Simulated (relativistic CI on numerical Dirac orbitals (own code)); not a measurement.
# Ho XXIV (Ho²³⁺): levels and lines

Aim: the low levels of Ho²³⁺, their labels and the strongest lines; further runs change one setting each.

The numbers are computed with relativistic CI on numerical Dirac orbitals (own code) version 4 (Dirac-Coulomb-Breit CI, KLI orbitals optimised for each configuration, model QED (radiative potential, 1s self-energy scaled to tabulated hydrogen-like ionisation energies)), except any that are marked as measured or tabulated.

## (1) What is computed

* ion: Ho²³⁺ (Ho XXIV)
* nuclear charge: 67
* electrons: 44
* isotope: A = 165
* first configuration typed: [Kr] 4d8

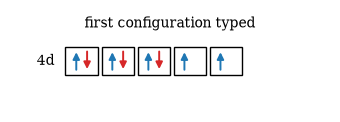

Occupation of the outer shells (arrows by Hund's rule).

## (2) CI with the chosen configurations

Input settings:

```ini
atom Ho  Z=67  charge=23  electrons=44
nucleus A=165  rms_radius_fm=5.2022
hamiltonian dirac-coulomb  breit=on  qed=on  c_scale=1
orbitals kli  potential=per-configuration
slater_scale 1
correlation none
mixing on
configurations
  [Kr] 4d8
  [Ar] 3d10 4s2 4p5 4d9
  [Kr] 4d7 4f
  [Ar] 3d10 4s 4p6 4d9
  [Ar] 3d10 4s2 4p5 4d8 4f
  [Kr] 4d7 5s
  [Ar] 3d10 4s 4p6 4d8 4f
  [Kr] 4d7 5p
  [Kr] 4d6 4f 5s
  [Kr] 4d7 5d
  [Ar] 3d10 4s2 4p5 4d8 5s
  [Kr] 4d6 5s 5p
  [Kr] 4d7 5f
  [Kr] 4d7 6s
  [Kr] 4d7 6p
  [Ar] 3d10 4s 4p6 4d7 4f 5s
  [Ar] 3d10 4s2 4p5 4d8 5d
  [Ar] 3d10 4s 4p6 4d8 5s
  [Ar] 3d10 4p6 4d9 4f
  [Kr] 4d7 6f
  [Ar] 3d10 4s 4p6 4d8 5p
  [Kr] 4d7 7p
  [Ar] 3d10 4s 4p6 4d7 5s 5p
  [Ar] 3d10 4p6 4d10
  [Ar] 3d10 4p5 4d10 4f
  [Kr] 4d6 5s2
  [Kr] 4d5 4f 5s2
  [Ar] 3d10 4s2 4p5 4d6 4f 5s2
  [Ar] 3d10 4s 4p6 4d6 4f 5s2
  [Ar] 3d10 4p6 4d9 5s
  [Ar] 3d10 4p5 4d10 5s
  [Ar] 3d10 4p5 4d9 4f 5s
end
```

The run is started by

```sh
$ python run_levels.py task.json out
```

task.json lists these runs, among others, and the program works through them in turn.

Main fields of the result record, rounded:

```text
{
  "status": "converged",
  "levels [i, E_cm, J2, conf, term, w_term, jj, w_jj, g, tau_s, breit_cm, qed_cm]": [
    [0, 0, 8, "4s2 4p6 4d8", "3F", 0.9144, "4d5/2^4", 0.9607, 1.228, "-", 0, 0],
    [1, 25704.321, 4, "4s2 4p6 4d8", "1D", 0.4957, "4d5/2^4", 0.9771, 1.133, 49.9, 288.7, -4.917],
    [2, 69011.969, 6, "4s2 4p6 4d8", "3F", 0.9928, "4d3/2^3 4d5/2^5", 0.9928, 1.081, 0.0001229, -1574, 194.9],
    [3, 75047.161, 0, "4s2 4p6 4d8", "3P", 0.7041, "4d5/2^4", 0.8977, "-", 0.3735, 229.9, 31.29],
    [4, 93654.127, 4, "4s2 4p6 4d8", "3P", 0.5154, "4d3/2^3 4d5/2^5", 0.9332, 1.123, 0.0002153, -1584, 200.9],
    [5, 107185.63, 2, "4s2 4p6 4d8", "3P", 0.9929, "4d3/2^3 4d5/2^5", 0.9929, 1.499, 0.0002067, -1262, 194.7],
    [6, 111575.48, 8, "4s2 4p6 4d8", "1G", 0.9145, "4d3/2^3 4d5/2^5", 0.961, 1.017, 0.0002855, -1786, 188.2],
    [7, 158826.59, 4, "4s2 4p6 4d8", "3F", 0.4558, "4d3/2^2 4d5/2^6", 0.9434, 0.9032, 6.457e-05, -3206, 383.8],
    [8, 237469.79, 0, "4s2 4p6 4d8", "1S", 0.7063, "4d3/2^2 4d5/2^6", 0.8984, "-", 2.858e-05, -2571, 355.5],
    [9, 1169657.5, 4, "4s2 4p5 4d9", "1D*", 0.4889, "4p3/2^3 4d5/2^5", 0.7926, 1.135, 3.71e-11, -3863, -523.8],
    [10, 1170398.1, 8, "4s2 4p5 4d9", "3F*", 0.8886, "4p3/2^3 4d5/2^5", 0.8886, 1.248, 7.637e-11, -4120, -580.7],
    [11, 1180769.1, 6, "4s2 4p5 4d9", "3D*", 0.5856, "4p3/2^3 4d5/2^5", 0.6371, 1.289, 2.601e-11, -3852, -440.1],
    [12, 1240980.3, 4, "4s2 4p5 4d9", "3D*", 0.4485, "4p3/2^3 4d3/2^3 4d5/2^6", 0.7306, 1.113, 3.205e-11, -5358, -287.5],
    [13, 1241307.4, 2, "4s2 4p5 4d9", "3P*", 0.4753, "4p3/2^3 4d5/2^5", 0.6443, 1.278, 2.911e-11, -3655, -448.3],
    [14, 1263728.7, 2, "4s2 4p5 4d9", "3D*", 0.4088, "4p3/2^3 4d3/2^3 4d5/2^6", 0.6406, 0.7864, 3.056e-11, -5220, -256],
    [15, 1265510.8, 10, "4s2 4p6 4d7 4f", "5G*", 0.5461, "4d5/2^3 4f5/2", 0.6495, 1.243, 2.146e-09, -2271, -26.44],
    [16, 1268986.7, 8, "4s2 4p6 4d7 4f", "5G*", 0.3567, "4d5/2^3 4f5/2", 0.8568, 1.151, 2.032e-09, -1649, -48.96],
    [17, 1271549.1, 12, "4s2 4p6 4d7 4f", "5G*", 0.7152, "4d5/2^3 4f7/2", 0.531, 1.286, 6.961e-05, -3019, 13.5],
    [18, 1271698.5, 0, "4s2 4p5 4d9", "3P*", 0.7871, "4p3/2^3 4d3/2^3 4d5/2^6", 0.7871, "-", 3.017e-11, -5104, -318.6],
    [19, 1284976.4, 4, "4s2 4p6 4d7 4f", "5S*", 0.3432, "4d5/2^3 4f5/2", 0.7862, 1.715, 1.979e-09, -1519, -54.56],
    [20, 1285586.7, 6, "4s2 4p5 4d9", "3F*", 0.2874, "4p3/2^3 4d3/2^3 4d5/2^6", 0.3991, 1.064, 4.549e-11, -4203, -183.9],
    [21, 1286569.8, 6, "4s2 4p5 4d9", "3F*", 0.1833, "4d5/2^3 4f5/2", 0.5188, 1.112, 7.418e-11, -3075, -136.4],
    [22, 1291377.4, 4, "4s2 4p6 4d7 4f", "3F*", 0.4423, "4d5/2^3 4f5/2", 0.7784, 0.7237, 1.655e-09, -1563, -36.83],
    [23, 1296756.9, 14, "4s2 4p6 4d7 4f", "5H*", 0.4404, "4d5/2^3 4f5/2", 0.5415, 1.192, 0.01554, -2710, -34.34],
    [24, 1302257.8, 8, "4s2 4p6 4d7 4f", "3G*", 0.2786, "4d5/2^3 4f5/2", 0.6286, 1.138, 2.972e-10, -2001, -32],
    [25, 1303614.1, 16, "4s2 4p6 4d7 4f", "5I*", 0.6872, "4d5/2^3 4f7/2", 0.9468, 1.204, 0.2713, -3312, -2.629],
    [26, 1306879.1, 6, "4s2 4p6 4d7 4f", "3F*", 0.3639, "4d5/2^3 4f5/2", 0.6159, 1.131, 2.803e-10, -1992, -27.62],
    [27, 1308991.4, 12, "4s2 4p6 4d7 4f", "3H*", 0.3295, "4d5/2^3 4f5/2", 0.6369, 1.108, 0.0001251, -2395, -35.37],
    [28, 1310059.6, 4, "4s2 4p6 4d7 4f", "3D*", 0.3213, "4d5/2^3 4f7/2", 0.8181, 1.139, 2.818e-10, -2478, -14.65],
    [29, 1310562.9, 2, "4s2 4p6 4d7 4f", "3D*", 0.5166, "4d5/2^3 4f5/2", 0.7505, 0.6461, 1.454e-10, -1692, -76.12],
    [30, 1315022.4, 10, "4s2 4p6 4d7 4f", "5F*", 0.454, "4d5/2^3 4f7/2", 0.6684, 1.273, 9.797e-09, -2951, 32.5],
    [31, 1317743.6, 14, "4s2 4p6 4d7 4f", "3I*", 0.3373, "4d5/2^3 4f7/2", 0.491, 1.133, 0.003707, -2816, -17.97],
    [32, 1322178.1, 6, "4s2 4p6 4d7 4f", "5P*", 0.3199, "4d5/2^3 4f7/2", 0.4502, 1.345, 6.609e-11, -2587, 1.84],
    [33, 1324002.7, 0, "4s2 4p6 4d7 4f", "5D*", 0.6621, "4d5/2^3 4f5/2", 0.7667, "-", 7.713e-10, -1358, -23.71],
    [34, 1326138.5, 8, "4s2 4p6 4d7 4f", "3F*", 0.256, "4d5/2^3 4f7/2", 0.4287, 1.192, 6.011e-09, -2861, 56.36],
    "... 365 more rows left out ..."
  ],
  "lines, the strongest and those to the lowest levels [upper, lower, type, S_au, A_per_s, branching]": [
    [2, 0, "M1", 6.199, 7852, 0.9646],
    [4, 1, "M1", 2.61, 4417, 0.9508],
    [5, 1, "M1", 0.9017, 4386, 0.9065],
    [6, 0, "M1", 0.8106, 3374, 0.9633],
    [7, 2, "M1", 3.046, 1.191e+04, 0.7688],
    [17, 0, "M2", 0.0005013, 1.435e+04, 0.9992],
    [27, 0, "M2", 0.0002368, 7838, 0.9807],
    [49, 0, "M2", 1.796e-05, 717.2, 0.1513],
    [58, 0, "M2", 0.0001033, 4314, 0.4229],
    [93, 0, "M2", 1.625e-05, 783.1, 0.1181],
    [204, 0, "E1", 2.986, 4.049e+12, 0.9901],
    [205, 0, "E1", 3.814, 4.055e+12, 0.996],
    [206, 0, "E1", 4.629, 4.14e+12, 0.9997],
    [207, 1, "E1", 1.269, 3.979e+12, 0.984],
    [208, 1, "E1", 2.147, 4.143e+12, 0.9974],
    [209, 1, "E1", 2.952, 4.102e+12, 0.9889],
    [210, 2, "E1", 1.736, 3.286e+12, 0.8259],
    [211, 2, "E1", 2.352, 3.234e+12, 0.8016],
    [214, 2, "E1", 3.617, 3.912e+12, 0.9545],
    [215, 4, "E1", 2.639, 3.629e+12, 0.8902],
    [216, 6, "E1", 3.663, 3.817e+12, 0.9523],
    [217, 4, "E1", 1.252, 2.436e+12, 0.5902],
    [218, 5, "E1", 1.036, 3.309e+12, 0.787],
    [220, 6, "E1", 4.662, 4.189e+12, 0.9996],
    [221, 7, "E1", 2.724, 3.737e+12, 0.9093],
    [222, 5, "E1", 0.9371, 2.018e+12, 0.4354],
    [224, 6, "E1", 2.047, 3.179e+12, 0.6785],
    [225, 7, "E1", 1.949, 4.01e+12, 0.9286]
  ],
  "n_levels_all": 8166,
  "total_energy [Ha]": -12382.967584,
  "configurations [conf, odd, states, E_av_cm, breit_Ha, qed_Ha, corr_Ha]": [
    ["4s2 4p6 4d8", 0, 45, 100091, 12.12, 8.174, "-"],
    ["4s2 4p5 4d9", 1, 60, 1.44659e+06, 12.1, 8.172, "-"],
    ["4s2 4p6 4d7 4f", 1, 1680, 1.45588e+06, 12.11, 8.174, "-"],
    ["4s 4p6 4d9", 0, 20, 2.40981e+06, 12.1, 8.147, "-"],
    ["4s2 4p5 4d8 4f", 0, 3780, 2.78583e+06, 12.08, 8.172, "-"],
    ["4s2 4p6 4d7 5s", 0, 240, 2.15869e+06, 12.12, 8.185, "-"],
    ["4s 4p6 4d8 4f", 1, 1260, 3.75135e+06, 12.09, 8.147, "-"],
    ["4s2 4p6 4d7 5p", 1, 720, 2.52759e+06, 12.12, 8.176, "-"],
    ["4s2 4p6 4d6 4f 5s", 1, 5880, 3.51777e+06, 12.1, 8.185, "-"],
    ["4s2 4p6 4d7 5d", 0, 1200, 3.04525e+06, 12.11, 8.175, "-"],
    ["4s2 4p5 4d8 5s", 1, 540, 3.49659e+06, 12.1, 8.183, "-"],
    ["4s2 4p6 4d6 5s 5p", 1, 2520, 4.62881e+06, 12.12, 8.187, "-"],
    ["4s2 4p6 4d7 5f", 1, 1680, 3.58387e+06, 12.11, 8.175, "-"],
    ["4s2 4p6 4d7 6s", 0, 240, 3.83966e+06, 12.11, 8.18, "-"],
    "... 18 more rows left out ..."
  ],
  "radial 4s2 4p6 4d8 [Ha, bohr]": {"<r^-3>(4d)": 97.997, "<r^1>(4d)": 0.52476, "<r^2>(4d)": 0.3149, "<r^4>(4d)": 0.14762, "F2(4d,4d)": 0.87668, "F4(4d,4d)": 0.59469, "zeta(4d)": 0.13584},
  "radial 4s2 4p5 4d9 [Ha, bohr]": {"<r^-3>(4p)": 672.77, "<r^1>(4p)": 0.51014, "<r^2>(4p)": 0.29442, "<r^4>(4p)": 0.12416, "zeta(4p)": 1.1535, "<r^-3>(4d)": 98.028, "<r^1>(4d)": 0.52479, "<r^2>(4d)": 0.31495, "<r^4>(4d)": 0.14771, "F2(4p,4d)": 0.8931, "G1(4p,4d)": 1.1208, "G3(4p,4d)": 0.71295, "zeta(4d)": 0.13534},
  "ionisation_energy [eV]": 797.039
}
```

It took 12 s on 1 thread of Arm Neoverse V1, shared host.

The lowest levels, by name:

```tsv
level	energy (eV)	LS purity (%)	jj purity (%)	radiative lifetime (s)
4d8 3F4	0.00	91	96	-
4d8 [4d5/2^4] J=2	3.19	50	98	50
4d8 3F3	8.56	99	99	0.00012
4d8 3P0	9.30	70	90	0.37
4d8 [4d3/2^3 4d5/2^5] J=2	11.61	52	93	0.00022
4d8 3P1	13.29	99	99	0.00021
4d8 1G4	13.83	91	96	0.00029
4d8 [4d3/2^2 4d5/2^6] J=2	19.69	46	94	6.5e-05
4d8 1S0	29.44	71	90	2.9e-05
4p5 4d9 [4p3/2^3 4d5/2^5] J=2°	145.02	49	79	3.7e-11
4p5 4d9 3F°4	145.11	89	89	7.6e-11
4p5 4d9 3D°3	146.40	59	64	2.6e-11
4p5 4d9 [4p3/2^3 4d3/2^3 4d5/2^6] J=2°	153.86	45	73	3.2e-11
4p5 4d9 3P°1 + 1P°	153.90	48	64	2.9e-11
```

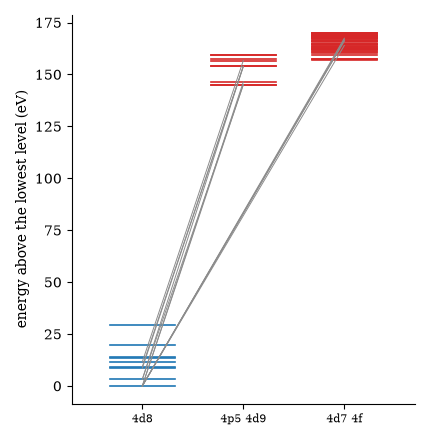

Levels by configuration, even parity blue and odd red; grey lines, where drawn, are strong E1 transitions.

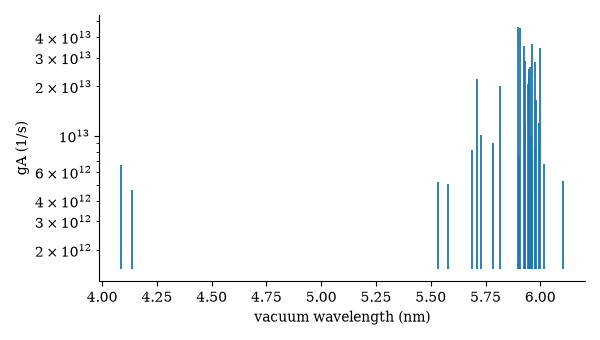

The strongest E1 lines among the lowest 400 of 8166 levels, at the computed wavelengths.

The strongest allowed lines among the lowest 400 of 8166 levels, ranked by gA:

```tsv
upper	lower	wavelength (nm)	A (1/s)
4d7 4f 1H°5 (v)	4d8 1G4	5.896	4.19e+12
4d7 4f 3G°5 (x)	4d8 3F4	5.905	4.14e+12
4d7 4f 3F°4 (xi)	4d8 3F4	5.960	4.06e+12
4d7 4f 3G°4 (xi)	4d8 3F3	5.926	3.91e+12
4d7 4f 1G°4 (iii)	4d8 1G4	6.000	3.82e+12
4d7 4f 1F°3 + 3D° (iv)	4d8 [4d5/2^4] J=2	5.928	4.1e+12
4d7 4f 3D°3 (vii)	4d8 3F4	5.977	4.05e+12
4d7 4f 3G°3 + 1F° (x)	4d8 [4d3/2^2 4d5/2^6] J=2	5.953	3.74e+12
4d7 4f 3D°3 + 3G° (viii)	4d8 [4d3/2^3 4d5/2^5] J=2	5.948	3.63e+12
4d7 4f 3F°3 (xii)	4d8 3F3	5.949	3.23e+12
```

## (3) The first configuration alone

Input settings:

```ini
atom Ho  Z=67  charge=23  electrons=44
nucleus A=165  rms_radius_fm=5.2022
hamiltonian dirac-coulomb  breit=on  qed=on  c_scale=1
orbitals kli  potential=per-configuration
slater_scale 1
correlation none
mixing on
configurations
  [Kr] 4d8
end
```

Main fields:

```text
{
  "status": "converged",
  "levels [i, E_cm, J2, conf, term, w_term, w_jj]": [
    [0, 0, 8, "4d8", "3F", 0.9231, 0.967],
    [1, 25049.207, 4, "4d8", "1D", 0.4958, 0.9859],
    [2, 68424.837, 6, "4d8", "3F", 1, 1],
    [3, 71120.574, 0, "4d8", "3P", 0.6883, 0.9161],
    [4, 92488.584, 4, "4d8", "3P", 0.5149, 0.9422],
    [5, 105539.98, 2, "4d8", "3P", 1, 1],
    [6, 111964.01, 8, "4d8", "1G", 0.9231, 0.967],
    [7, 157591.71, 4, "4d8", "3F", 0.4602, 0.9508],
    [8, 229755.55, 0, "4d8", "1S", 0.6883, 0.9161]
  ],
  "n_levels_all": 9,
  "total_energy [Ha]": -12382.86387,
  "configurations [conf, odd, states, E_av_cm, breit_Ha, qed_Ha, corr_Ha]": [
    ["4d8", 0, 45, 77328.7, 12.12, 8.174, "-"]
  ]
}
```

Wall time 0.07 s (1 thread of Arm Neoverse V1, shared host).

Shifts of the excitation energies against the main run, counted from its lowest level (cm⁻¹): (levels that can't be paired are left out)

```tsv
level	main run	shift
4d8 [4d5/2^4] J=2	25704	-655.1
4d8 3F3	69012	-587.1
4d8 3P0	75047	-3926.6
4d8 [4d3/2^3 4d5/2^5] J=2	93654	-1165.5
4d8 3P1	107186	-1645.6
4d8 1G4	111575	+388.5
4d8 [4d3/2^2 4d5/2^6] J=2	158827	-1234.9
4d8 1S0	237470	-7714.2
```

## (4) Non-relativistic limit (c × 1000)

Input settings:

```ini
atom Ho  Z=67  charge=23  electrons=44
nucleus A=165  rms_radius_fm=5.2022
hamiltonian dirac-coulomb  breit=off  qed=off  c_scale=1000
orbitals kli  potential=per-configuration
slater_scale 1
correlation none
mixing on
configurations
  [Kr] 4d8
  [Ar] 3d10 4s2 4p5 4d9
  [Kr] 4d7 4f
  [Ar] 3d10 4s 4p6 4d9
  [Ar] 3d10 4s2 4p5 4d8 4f
  [Kr] 4d7 5s
  [Ar] 3d10 4s 4p6 4d8 4f
  [Kr] 4d7 5p
  [Kr] 4d6 4f 5s
  [Kr] 4d7 5d
  [Ar] 3d10 4s2 4p5 4d8 5s
  [Kr] 4d6 5s 5p
  [Kr] 4d7 5f
  [Kr] 4d7 6s
  [Kr] 4d7 6p
  [Ar] 3d10 4s 4p6 4d7 4f 5s
  [Ar] 3d10 4s2 4p5 4d8 5d
  [Ar] 3d10 4s 4p6 4d8 5s
  [Ar] 3d10 4p6 4d9 4f
  [Kr] 4d7 6f
  [Ar] 3d10 4s 4p6 4d8 5p
  [Kr] 4d7 7p
  [Ar] 3d10 4s 4p6 4d7 5s 5p
  [Ar] 3d10 4p6 4d10
  [Ar] 3d10 4p5 4d10 4f
  [Kr] 4d6 5s2
  [Kr] 4d5 4f 5s2
  [Ar] 3d10 4s2 4p5 4d6 4f 5s2
  [Ar] 3d10 4s 4p6 4d6 4f 5s2
  [Ar] 3d10 4p6 4d9 5s
  [Ar] 3d10 4p5 4d10 5s
  [Ar] 3d10 4p5 4d9 4f 5s
end
```

Main fields:

```text
{
  "status": "converged",
  "levels [i, E_cm, J2, conf, term, w_term, w_jj]": [
    [0, 0, 8, "4s2 4p6 4d8", "3F", 0.9916, 0.7933],
    [1, 0.060448002, 6, "4s2 4p6 4d8", "3F", 0.9916, 0.9916],
    [2, 0.1057847, 4, "4s2 4p6 4d8", "3F", 0.9916, 0.6664],
    [3, 32836.049, 4, "4s2 4p6 4d8", "1D", 0.9909, 0.4756],
    [4, 37918.781, 4, "4s2 4p6 4d8", "3P", 0.9918, 0.4999],
    [5, 37918.811, 2, "4s2 4p6 4d8", "3P", 0.9918, 0.9918],
    [6, 37918.826, 0, "4s2 4p6 4d8", "3P", 0.9918, 0.5951],
    [7, 49184.445, 8, "4s2 4p6 4d8", "1G", 0.9915, 0.7932],
    [8, 136490.68, 0, "4s2 4p6 4d8", "1S", 0.9951, 0.597],
    [9, 1060317.7, 4, "4s2 4p5 4d9", "1D*", 0.8558, 0.3994],
    [10, 1077092.8, 8, "4s2 4p5 4d9", "3F*", 0.9104, 0.9104],
    [11, 1077092.9, 6, "4s2 4p5 4d9", "3F*", 0.9104, 0.4855],
    "... 388 more rows left out ..."
  ],
  "n_levels_all": 8166,
  "total_energy [Ha]": -11845.758695,
  "configurations [conf, odd, states, E_av_cm, breit_Ha, qed_Ha, corr_Ha]": [
    ["4s2 4p6 4d8", 0, 45, 47516.5, 0, 0, "-"],
    ["4s2 4p5 4d9", 1, 60, 1.19289e+06, 0, 0, "-"],
    ["4s2 4p6 4d7 4f", 1, 1680, 1.36854e+06, 0, 0, "-"],
    ["4s 4p6 4d9", 0, 20, 1.83444e+06, 0, 0, "-"],
    ["4s2 4p5 4d8 4f", 0, 3780, 2.4978e+06, 0, 0, "-"],
    ["4s2 4p6 4d7 5s", 0, 240, 2.31005e+06, 0, 0, "-"],
    ["4s 4p6 4d8 4f", 1, 1260, 3.14208e+06, 0, 0, "-"],
    ["4s2 4p6 4d7 5p", 1, 720, 2.567e+06, 0, 0, "-"],
    ["4s2 4p6 4d6 4f 5s", 1, 5880, 3.63312e+06, 0, 0, "-"],
    ["4s2 4p6 4d7 5d", 0, 1200, 3.01434e+06, 0, 0, "-"],
    ["4s2 4p5 4d8 5s", 1, 540, 3.44479e+06, 0, 0, "-"],
    ["4s2 4p6 4d6 5s 5p", 1, 2520, 4.87723e+06, 0, 0, "-"],
    ["4s2 4p6 4d7 5f", 1, 1680, 3.53953e+06, 0, 0, "-"],
    ["4s2 4p6 4d7 6s", 0, 240, 3.89821e+06, 0, 0, "-"],
    "... 18 more rows left out ..."
  ]
}
```

Wall time 8.1 s (1 thread of Arm Neoverse V1, shared host).

How the levels moved (eV, from the main run's lowest level): (levels that can't be paired are left out)

```tsv
level	main run	shift
4d8 3F3	8.56	-8.56
4d8 3P0	9.30	-4.60
4d8 3P1	13.29	-8.59
4d8 1G4	13.83	-7.74
4d8 1S0	29.44	-12.52
4p5 4d9 [4p3/2^3 4d5/2^5] J=2°	145.02	-13.56
4p5 4d9 3F°4	145.11	-11.57
```

## (5) What each setting moved

| run | time | mean size of shift, levels followed (cm⁻¹) | lowest level | ionisation energy (eV) |
| --- | --- | --- | --- | --- |
| main run | 12 s | 0 | 4d8 3F4 | 797.04 |
| the first configuration alone | 0.07 s | 2165 | 4d8 3F4 | - |
| non-relativistic limit (c × 1000) | 8.1 s | 77346 | 4d8 3F4 | - |

The tabulated theoretical ionisation energy (NIST) is 797 eV.

## (6) Outcome

```
                                                                         quantity                                      value
                                                                     lowest level                                    4d8 3F4
                                                                 first excitation              4d8 [4d5/2^4] J=2, 25704 cm⁻¹
                                                 lowest level of the other parity  4p5 4d9 [4p3/2^3 4d5/2^5] J=2°, 145.02 eV
                                                              levels in the model                                       8166
fastest E1 line (by rate) to the lowest level among the lowest 400 of 8166 levels             5.905 nm, from 4d7 4f 3G°5 (x)
                                                                ionisation energy                                  797.04 eV
                                  ionisation energy, tabulated theoretical (NIST)                                     797 eV
```

In words: 4d8 3F4 comes out lowest; its LS label holds 91 % and its jj label 96 %; over the low levels the means are 67 and 86 %, so jj coupling describes them better. The ionisation energy agrees with the tabulated theoretical value within its uncertainty of 4 eV. Of the changes tried, the run «non-relativistic limit (c × 1000)» moves the low levels most, by 77346 cm⁻¹ on average. Lifetimes count radiative decay inside the model alone.
